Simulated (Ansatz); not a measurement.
CH$_{6}$Cl$_{2}$InP: molecular dynamics

System: CH$_{6}$Cl$_{2}$InP, SMILES [CH3][In-]([PH3+])([Cl])[Cl].
Method: UKS revPBE-d3bjatm/def2-SVP (Ansatz 0.2.0).

The geometry comes from this level: PBE0-D4/def2-TZVP. Figures and captions count atoms from 1; the log counts them from 0 in places.

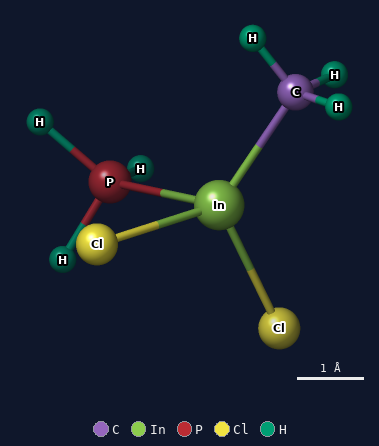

The starting structure (ball-and-stick view, seen at an oblique angle). Sticks mark near contacts.

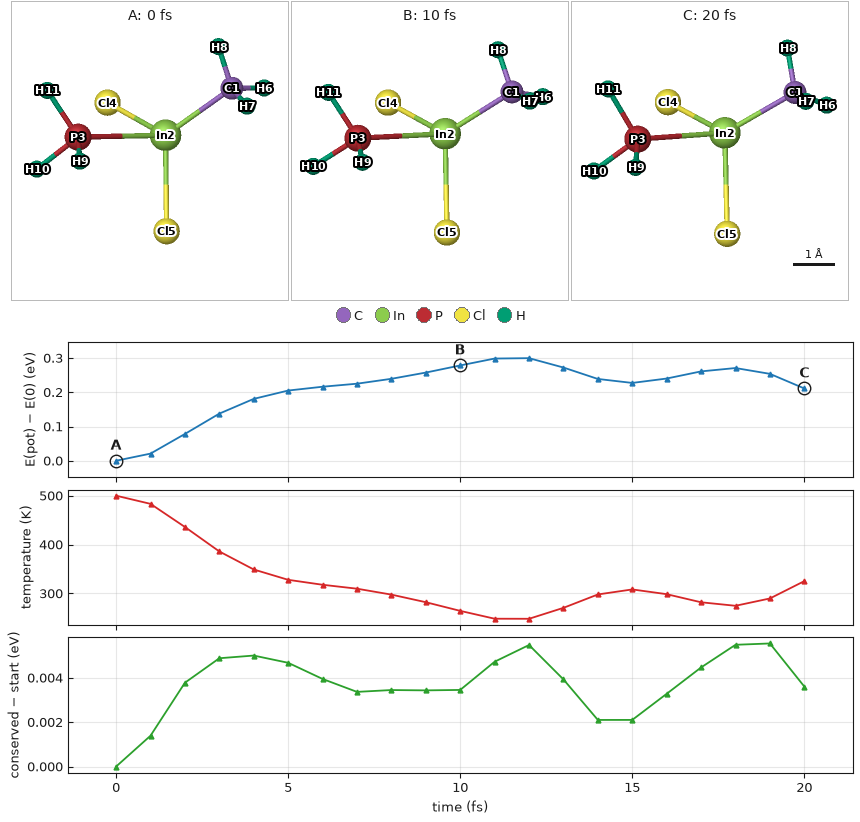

Frames of the molecular dynamics (ball-and-stick, seen at a tilt) above the curves, on which the letters mark them. The trajectory kept here has 21 frames over 20 fs. The temperature starts at 500 K, ranges from 248 to 500 K and averages 283 K over the second half. The potential energy ends 0.211 eV above its first value. The conserved quantity stays within 0.0055 eV. After an unweighted best fit of the last frame on the first, the root-mean-square displacement is 0.18 Å, and H8 has moved furthest (0.31 Å).

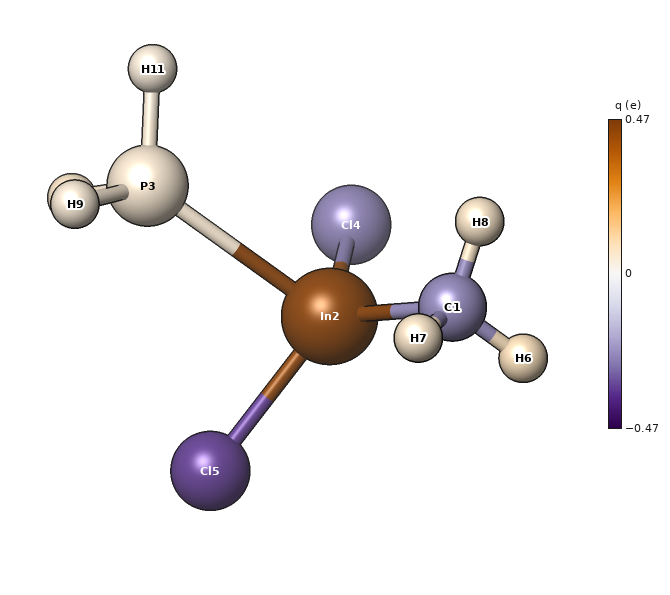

Mulliken charges, as the colour of each atom (ball-and-stick view, seen at a tilt; atoms are numbered from 1 in the order of the input). By element: C −0.24, In +0.45, P +0.05, Cl −0.35 to −0.28 and H +0.04 to +0.08 e.

The input and output of the run follow.

Input
```yaml
crystal:
  periodic: [false, false, false]
  atoms:
    - {symbol: C, position_ang: [-2.075963, 0.146952, 0.717033]}
    - {symbol: In, position_ang: [-0.546453, 0.332516, -0.757726]}
    - {symbol: P, position_ang: [1.935161, -0.406366, 0.172577]}
    - {symbol: Cl, position_ang: [-0.310018, -1.228590, -2.513616]}
    - {symbol: Cl, position_ang: [0.350767, 2.430066, -1.367097]}
    - {symbol: H, position_ang: [-3.032372, 0.418029, 0.269923]}
    - {symbol: H, position_ang: [-1.866274, 0.817074, 1.550089]}
    - {symbol: H, position_ang: [-2.124296, -0.883052, 1.069020]}
    - {symbol: H, position_ang: [2.616146, 0.288396, 1.193598]}
    - {symbol: H, position_ang: [2.867660, -0.245484, -0.868617]}
    - {symbol: H, position_ang: [2.251041, -1.726440, 0.555318]}
basis:
  gaussian: {orbitals: def2-SVP}
magnetization: {spin_polarized: true, initial_magnetization: 0}
hamiltonian: {xc: {name: revPBE}, dispersion: d3bjatm}
md: {timestep: 1 fs, n_steps: 20, ensemble: nvt_nose_hoover, temperature: 500, initial_velocities: maxwell_boltzmann, seed: 177}
```

Run as:
```bash
ansatz run in.yaml --threads 8 --pin off --events-out ev --progress --plain --max-ram 18278MiB
```

Output
```
Functional definition: revPBE
  name "revPBE"
  cite "Zhang & Yang, Phys. Rev. Lett. 80, 890 (1998) doi:10.1103/PhysRevLett.80.890"
  cite "Perdew, Burke & Ernzerhof, Phys. Rev. Lett. 77, 3865 (1996) doi:10.1103/PhysRevLett.77.3865"
  parameter kappa = 1.245
  parameter beta = 0.06672455060314922
  exchange = pbe_x(kappa = kappa, mu = beta*pi^2/3)
  correlation = pbe_c(beta = beta)
1419 factors; their error is unknown
mean field evaluation 1: about -40619.5676 eV, gradient 4.1e1 eV
mean field evaluation 2: about -40602.4843 eV, gradient 6.1e1 eV
mean field evaluation 4: about -40628.3745 eV, gradient 5.0e0 eV
mean field evaluation 8: about -40628.4752 eV, gradient 1.0e-1 eV
mean field evaluation 16: about -40628.4753 eV, gradient 1.9e-5 eV
mean field -40628.47526585 eV, -1493.0689270503 hartree, gradient 1.9e-5 eV, S^2 0.000000; 0 other end points of the search recorded, 0 dependent functions left out
the calculation of the forces begins
reference -40628.47533078 eV, -1493.0689294364 hartree; 41, 41 occupied and 83, 83 virtual orbitals, 1419 factors
md step     0: t =     0.00 fs  T =   500.0 K  F+E_penalty+E_count = -40629.14725737 eV  E_kin = 0.581670 eV  conserved = -40628.56558737 eV  (28 SCF iters)
these checks for a lower state are left out or cut short: starts, cluster_reference, orbital_swaps, neighbouring_geometries, increment
1419 factors; their error is unknown
mean field -40628.45372021 eV, -1493.0681352628 hartree, gradient 1.0e-5 eV, S^2 0.000000; 0 other end points of the search recorded, 0 dependent functions left out
[... from here on the field's lines of each further geometry are left out, up to the last ...]
md step     1: t =     1.00 fs  T =   483.3 K  F+E_penalty+E_count = -40629.12641125 eV  E_kin = 0.562214 eV  conserved = -40628.56419739 eV  (29 SCF iters, 3 dispersion substeps)
md step     2: t =     2.00 fs  T =   436.0 K  F+E_penalty+E_count = -40629.06898541 eV  E_kin = 0.507181 eV  conserved = -40628.56180935 eV  (30 SCF iters, 3 dispersion substeps)
md step     3: t =     3.00 fs  T =   385.9 K  F+E_penalty+E_count = -40629.00963257 eV  E_kin = 0.448949 eV  conserved = -40628.56070557 eV  (30 SCF iters, 3 dispersion substeps)
md step     4: t =     4.00 fs  T =   349.0 K  F+E_penalty+E_count = -40628.96657600 eV  E_kin = 0.406047 eV  conserved = -40628.56058488 eV  (31 SCF iters, 3 dispersion substeps)
md step     5: t =     5.00 fs  T =   327.9 K  F+E_penalty+E_count = -40628.94227129 eV  E_kin = 0.381471 eV  conserved = -40628.56091062 eV  (29 SCF iters, 3 dispersion substeps)
md step     6: t =     6.00 fs  T =   317.8 K  F+E_penalty+E_count = -40628.93113035 eV  E_kin = 0.369680 eV  conserved = -40628.56163884 eV  (31 SCF iters, 3 dispersion substeps)
md step     7: t =     7.00 fs  T =   309.7 K  F+E_penalty+E_count = -40628.92227605 eV  E_kin = 0.360344 eV  conserved = -40628.56222203 eV  (31 SCF iters, 3 dispersion substeps)
md step     8: t =     8.00 fs  T =   297.6 K  F+E_penalty+E_count = -40628.90798665 eV  E_kin = 0.346264 eV  conserved = -40628.56213936 eV  (30 SCF iters, 3 dispersion substeps)
md step     9: t =     9.00 fs  T =   282.1 K  F+E_penalty+E_count = -40628.88978776 eV  E_kin = 0.328198 eV  conserved = -40628.56215440 eV  (31 SCF iters, 3 dispersion substeps)
md step    10: t =    10.00 fs  T =   264.4 K  F+E_penalty+E_count = -40628.86895960 eV  E_kin = 0.307557 eV  conserved = -40628.56213444 eV  (30 SCF iters, 3 dispersion substeps)
md step    11: t =    11.00 fs  T =   248.3 K  F+E_penalty+E_count = -40628.84884334 eV  E_kin = 0.288896 eV  conserved = -40628.56086332 eV  (30 SCF iters, 3 dispersion substeps)
md step    12: t =    12.00 fs  T =   248.2 K  F+E_penalty+E_count = -40628.84771244 eV  E_kin = 0.288727 eV  conserved = -40628.56011006 eV  (30 SCF iters, 3 dispersion substeps)
md step    13: t =    13.00 fs  T =   270.6 K  F+E_penalty+E_count = -40628.87505847 eV  E_kin = 0.314772 eV  conserved = -40628.56165984 eV  (30 SCF iters, 3 dispersion substeps)
md step    14: t =    14.00 fs  T =   298.0 K  F+E_penalty+E_count = -40628.90843197 eV  E_kin = 0.346622 eV  conserved = -40628.56348585 eV  (30 SCF iters, 3 dispersion substeps)
md step    15: t =    15.00 fs  T =   308.2 K  F+E_penalty+E_count = -40628.92003555 eV  E_kin = 0.358579 eV  conserved = -40628.56348497 eV  (30 SCF iters, 3 dispersion substeps)
md step    16: t =    16.00 fs  T =   298.5 K  F+E_penalty+E_count = -40628.90719057 eV  E_kin = 0.347291 eV  conserved = -40628.56230784 eV  (31 SCF iters, 3 dispersion substeps)
md step    17: t =    17.00 fs  T =   282.0 K  F+E_penalty+E_count = -40628.88632532 eV  E_kin = 0.328004 eV  conserved = -40628.56112123 eV  (30 SCF iters, 3 dispersion substeps)
md step    18: t =    18.00 fs  T =   274.8 K  F+E_penalty+E_count = -40628.87654560 eV  E_kin = 0.319650 eV  conserved = -40628.56009977 eV  (29 SCF iters, 3 dispersion substeps)
md step    19: t =    19.00 fs  T =   289.8 K  F+E_penalty+E_count = -40628.89349633 eV  E_kin = 0.337101 eV  conserved = -40628.56003973 eV  (30 SCF iters, 3 dispersion substeps)
the calculation of the forces begins
reference -40628.26594476 eV, -1493.0612346421 hartree; 41, 41 occupied and 83, 83 virtual orbitals, 1419 factors
1419 factors; their error is unknown
mean field evaluation 192: about -40628.2659 eV, gradient 1.0e-5 eV
mean field -40628.26587980 eV, -1493.0612322549 hartree, gradient 1.1e-5 eV, S^2 0.000000; 1 other end points of the search recorded, 0 dependent functions left out
the calculation of the forces begins
reference -40628.26594476 eV, -1493.0612346421 hartree; 41, 41 occupied and 83, 83 virtual orbitals, 1419 factors
md step    20: t =    20.00 fs  T =   325.2 K  F+E_penalty+E_count = -40628.93619033 eV  E_kin = 0.378362 eV  conserved = -40628.56198233 eV  (30 SCF iters, 3 dispersion substeps)
Total energy: -40628.93625529 eV, -1493.0858680996 hartree
Atom 0 at    -2.129530     0.274156     0.635366 Å, force    -1.101372    -0.769795    -0.693087 eV/Å
Atom 1 at    -0.554480     0.279651    -0.749902 Å, force     0.555306     1.702234     0.230561 eV/Å
Atom 2 at     1.944749    -0.365230     0.108681 Å, force     1.288844    -0.585817     0.743293 eV/Å
Atom 3 at    -0.307891    -1.225410    -2.473304 Å, force     0.149864    -0.950025    -1.083018 eV/Å
Atom 4 at     0.385365     2.505263    -1.334799 Å, force    -0.152767    -0.545951     0.109535 eV/Å
Atom 5 at    -2.949060     0.817391     0.100336 Å, force     0.163693    -0.137096     0.458072 eV/Å
Atom 6 at    -1.880002     0.710068     1.583537 Å, force     0.251755     0.714028     0.890398 eV/Å
Atom 7 at    -2.427573    -0.781022     0.804110 Å, force    -0.130818     0.077305    -0.056802 eV/Å
Atom 8 at     2.750818     0.377383     1.075765 Å, force    -0.506431    -0.233046    -0.224556 eV/Å
Atom 9 at     2.932555    -0.236541    -0.944048 Å, force    -0.415189    -0.285959     0.185909 eV/Å
Atom 10 at     2.251695    -1.733165     0.641389 Å, force    -0.102886     1.014123    -0.560304 eV/Å
Dipole moment:     0.349185    -0.530459     0.867204 e Å
```

Trajectory as extended XYZ (Å, eV, eV/Å), 9 of the 21 frames kept, from step=0 to step=20
```
11
Properties=species:S:1:pos:R:3:forces:R:3 step=0 time_fs=0.0 energy=-40629.14726 temperature=500.0
C    -2.0760    0.1470    0.7170    0.0830  -0.0091  -0.0174
In   -0.5465    0.3325   -0.7577   -0.2205  -0.0143   0.1732
P     1.9352   -0.4064    0.1726   -0.4711   0.0995  -0.0504
Cl   -0.3100   -1.2286   -2.5136    0.0833  -0.4191  -0.4532
Cl    0.3508    2.4301   -1.3671    0.2567   0.5481  -0.1516
H    -3.0324    0.4180    0.2699   -0.4949   0.1509  -0.2661
H    -1.8663    0.8171    1.5501    0.1219   0.3566   0.4455
H    -2.1243   -0.8831    1.0690   -0.0158  -0.5522   0.1877
H     2.6161    0.2884    1.1936    0.2404   0.2035   0.3119
H     2.8677   -0.2455   -0.8686    0.2856   0.0428  -0.2988
H     2.2510   -1.7264    0.5553    0.1314  -0.4067   0.1191
11
Properties=species:S:1:pos:R:3:forces:R:3 step=2 time_fs=2.0 energy=-40629.06898 temperature=436.0
C    -2.0675    0.1632    0.6997    0.2655   0.6913   1.2711
In   -0.5482    0.3257   -0.7570    0.0655   0.3449   0.0997
P     1.9368   -0.3991    0.1650   -0.4660  -1.0630   0.8950
Cl   -0.3103   -1.2247   -2.5056    0.0864  -0.5203  -0.5690
Cl    0.3537    2.4371   -1.3636    0.2217   0.4140  -0.1229
H    -3.0071    0.4499    0.2479   -0.7950   0.2505  -0.4462
H    -1.8976    0.8432    1.5950    0.0135  -0.6591  -0.6850
H    -2.1331   -0.8870    0.9862   -0.0413  -0.4736   0.3681
H     2.5962    0.3130    1.2164    0.1585  -0.0500  -0.0943
H     2.8404   -0.2872   -0.8822    0.6593   0.2055  -0.5750
H     2.2618   -1.7889    0.5537   -0.1682   0.8598  -0.1415
11
Properties=species:S:1:pos:R:3:forces:R:3 step=5 time_fs=5.0 energy=-40628.94227 temperature=327.9
C    -2.0547    0.1911    0.6812   -1.4090  -0.1686   1.0020
In   -0.5507    0.3157   -0.7558    0.4812   0.8317  -0.0254
P     1.9385   -0.3907    0.1557    0.1372  -1.3533   0.7343
Cl   -0.3105   -1.2199   -2.4948    0.0873  -0.6617  -0.7279
Cl    0.3586    2.4485   -1.3586    0.1587   0.2201  -0.0821
H    -3.0134    0.5114    0.1892    0.3793  -0.1443   0.1463
H    -1.9422    0.8344    1.6124    0.1661  -0.7332  -0.7239
H    -2.1492   -0.9141    0.8871   -0.0530   0.6969   0.3170
H     2.5767    0.3438    1.2396    0.0863  -0.3254  -0.5433
H     2.8427   -0.3345   -0.9379    0.2474   0.2928   0.0689
H     2.2650   -1.8172    0.5410   -0.2816   1.3451  -0.1659
11
Properties=species:S:1:pos:R:3:forces:R:3 step=8 time_fs=8.0 energy=-40628.90799 temperature=297.6
C    -2.0513    0.2175    0.6688   -2.0501  -1.2820  -0.9191
In   -0.5529    0.3063   -0.7546    0.8027   1.2338  -0.0592
P     1.9404   -0.3858    0.1483    0.3023  -0.3323  -0.4774
Cl   -0.3104   -1.2167   -2.4857    0.0866  -0.7898  -0.8708
Cl    0.3639    2.4604   -1.3538    0.0818   0.0404  -0.0466
H    -2.9948    0.5630    0.1399    0.5992  -0.2192   0.3576
H    -1.9718    0.7724    1.5813    0.4083   0.5097   1.0407
H    -2.1704   -0.8910    0.8165   -0.1252   0.5572   0.3884
H     2.5662    0.3492    1.2201    0.2323  -0.1950  -0.3764
H     2.8659   -0.3568   -0.9878   -0.3105   0.3322   0.7566
H     2.2463   -1.7402    0.5165   -0.0272   0.1450   0.2062
11
Properties=species:S:1:pos:R:3:forces:R:3 step=10 time_fs=10.0 energy=-40628.86896 temperature=264.4
C    -2.0571    0.2307    0.6582   -1.2352  -0.6746  -0.4604
In   -0.5540    0.3006   -0.7539    0.9744   1.4408  -0.0333
P     1.9421   -0.3833    0.1428   -0.1446   0.8090  -1.1594
Cl   -0.3103   -1.2157   -2.4809    0.0907  -0.8643  -0.9584
Cl    0.3675    2.4685   -1.3507    0.0307  -0.0732  -0.0238
H    -2.9548    0.5874    0.1230   -0.1863   0.1229   0.0323
H    -1.9736    0.7461    1.5966    0.3789   0.5293   0.8727
H    -2.1901   -0.8478    0.7874   -0.2527  -0.4234   0.4551
H     2.5695    0.3427    1.1880    0.3979   0.0679  -0.0161
H     2.8696   -0.3560   -0.9888   -0.3238   0.3204   0.7060
H     2.2310   -1.6749    0.5080    0.2700  -1.2548   0.5854
11
Properties=species:S:1:pos:R:3:forces:R:3 step=12 time_fs=12.0 energy=-40628.84771 temperature=248.2
C    -2.0667    0.2418    0.6463   -0.2619   0.0909   1.2985
In   -0.5548    0.2953   -0.7531    1.0881   1.5817   0.0046
P     1.9436   -0.3799    0.1360   -0.5973   0.9731  -1.0102
Cl   -0.3101   -1.2156   -2.4770    0.1007  -0.9217  -1.0314
Cl    0.3712    2.4764   -1.3476   -0.0135  -0.1831   0.0009
H    -2.9220    0.6167    0.1072   -0.9466   0.4953  -0.2794
H    -1.9614    0.7386    1.6420    0.1752  -0.0533  -0.5311
H    -2.2195   -0.8198    0.7755   -0.3473  -0.9472   0.4194
H     2.5877    0.3386    1.1551    0.4739   0.2693   0.2646
H     2.8618   -0.3431   -0.9638   -0.0108   0.2601   0.2282
H     2.2254   -1.6549    0.5210    0.3394  -1.5650   0.6358
11
Properties=species:S:1:pos:R:3:forces:R:3 step=15 time_fs=15.0 energy=-40628.92004 temperature=308.2
C    -2.0833    0.2582    0.6365   -0.9693  -0.5775   1.5161
In   -0.5553    0.2884   -0.7520    1.0505   1.6792   0.0812
P     1.9446   -0.3730    0.1239   -0.5262  -0.5997   0.7676
Cl   -0.3095   -1.2173   -2.4734    0.1205  -0.9649  -1.0946
Cl    0.3766    2.4880   -1.3429   -0.0661  -0.3372   0.0415
H    -2.9326    0.6927    0.0699   -0.1393   0.0940   0.4017
H    -1.9326    0.7225    1.6660   -0.0445  -0.1448  -1.1299
H    -2.2870   -0.8321    0.7846   -0.1795   0.3191   0.0625
H     2.6466    0.3505    1.1233    0.1536   0.1159   0.1135
H     2.8557   -0.3063   -0.9188    0.6145   0.0979  -0.6687
H     2.2376   -1.7171    0.5789   -0.0141   0.3180  -0.0908
11
Properties=species:S:1:pos:R:3:forces:R:3 step=18 time_fs=18.0 energy=-40628.87655 temperature=274.8
C    -2.1070    0.2706    0.6364   -1.8025  -1.2766  -0.5302
In   -0.5550    0.2827   -0.7508    0.7783   1.7048   0.1778
P     1.9443   -0.3674    0.1136    0.5919  -1.0143   1.2895
Cl   -0.3086   -1.2214   -2.4724    0.1392  -0.9656  -1.1023
Cl    0.3820    2.4987   -1.3381   -0.1160  -0.4713   0.0835
H    -2.9572    0.7768    0.0649    0.6011  -0.3863   0.8657
H    -1.9046    0.7001    1.6089    0.1611   0.6423   0.5307
H    -2.3701   -0.8237    0.8001   -0.0174   0.8318  -0.1584
H     2.7175    0.3714    1.1001   -0.3547  -0.2048  -0.2267
H     2.8945   -0.2615   -0.9221    0.1847  -0.1320  -0.3543
H     2.2504   -1.7603    0.6313   -0.1657   1.2718  -0.5753
11
Properties=species:S:1:pos:R:3:forces:R:3 step=20 time_fs=20.0 energy=-40628.93619 temperature=325.2
C    -2.1295    0.2742    0.6354   -1.1014  -0.7698  -0.6931
In   -0.5545    0.2797   -0.7499    0.5553   1.7022   0.2306
P     1.9447   -0.3652    0.1087    1.2888  -0.5858   0.7433
Cl   -0.3079   -1.2254   -2.4733    0.1499  -0.9500  -1.0830
Cl    0.3854    2.5053   -1.3348   -0.1528  -0.5460   0.1095
H    -2.9491    0.8174    0.1003    0.1637  -0.1371   0.4581
H    -1.8800    0.7101    1.5835    0.2518   0.7140   0.8904
H    -2.4276   -0.7810    0.8041   -0.1308   0.0773  -0.0568
H     2.7508    0.3774    1.0758   -0.5064  -0.2330  -0.2246
H     2.9326   -0.2365   -0.9440   -0.4152  -0.2860   0.1859
H     2.2517   -1.7332    0.6414   -0.1029   1.0141  -0.5603
```

Key numbers

| quantity | value |
| --- | --- |
| outcome | finished |
| mean temperature over the second half | 283 K |
| trajectory | 20 steps, 20 fs |
| ensemble | nvt_nose_hoover |
| temperature in the input | 500 K |
| time step | 1 fs |
| potential energy (last step) | −40628.9363 eV |
| mean-field energy (last step) | −40628.2659 eV |
| dispersion energy (last step) | −0.6703 eV |
| SCF solution under orbital rotations (last step) | stable |
| largest force (length of the vector) (last step) | 1.805 eV/Å |
| dipole moment (last step) | 5.16 D |
| hardware | 8 threads of Arm Neoverse V1, 23 GiB of memory available, shared host |
| wall time | 31 s (CPU time 3.7 min) |
| peak memory | 0.53 GiB |

So short a trajectory is not equilibrated. The temperature stays far from the 500 K of the thermostat over the second half: the run isn't equilibrated.
